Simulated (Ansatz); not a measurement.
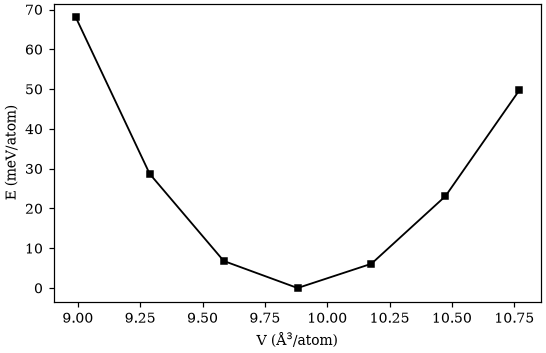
Figure: TiC (CsCl type, Pm-3m) under volume change, the program Ansatz at the r²SCAN level (PAW), scaled uniformly.

What does a third-order Birch–Murnaghan fit give for V₀, B₀ and B′?

V₀ = 9.88 Å³/atom, B₀ = 231 GPa, B′ = 4.1.

A made-up cell: these elements were put on the sites of a structure type; neither database checked (COD, Materials Project) lists it. It is not the phase usual at ambient conditions (space group No. 225). The r²SCAN relaxation kept the symmetry of its start. At this level the phase is mechanically unstable. The run is not spin-polarised.

Potentials: the earlier of the program's two PAW sets.
